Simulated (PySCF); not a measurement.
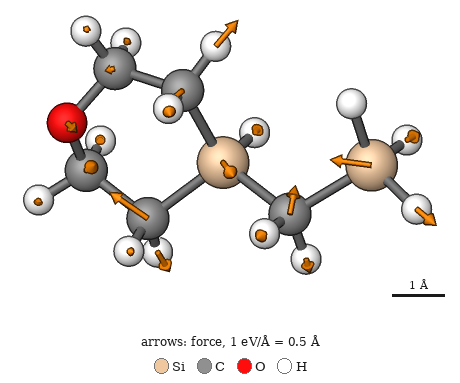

Starting geometry of C5H14OSi2 with the computed forces as orange arrows. A ball-and-stick model, seen at a tilt.

The start comes from GFN2-xTB. Its atoms were then displaced at random by about 0.01 Å.

Computed with PySCF, PBE0-D3(BJ)/def2-SVP geometry optimisation, gas phase. 

Q: What follows when this structure is relaxed?

A: It isn't relaxed: the largest force vector, on a C atom, is 1.85 eV/Å. The final displacements follow the starting forces only in part (cosine between the two patterns 0.35). After 4 geometry steps the energy has fallen by 5.28 kcal/mol. An H atom moves most after the best rigid fit: 0.11 Å. Largest moves by element: H 0.11 Å, Si 0.08 Å, C 0.06 Å, O 0.02 Å. Some distances before and after: H–Si 1.437 → 1.496 Å, C–H 1.065 → 1.102 Å, H–Si 1.464 → 1.501 Å, C–Si 1.912 → 1.881 Å. Bond angles that change, for instance: Si–C–H 113.2° → 109.0°, C–C–H 106.6° → 110.2°, Si–C–H 114.7° → 111.8°. Cost: 63 s on 1 thread of Intel(R) Xeon(R) 6975P-C, with other jobs on the host.
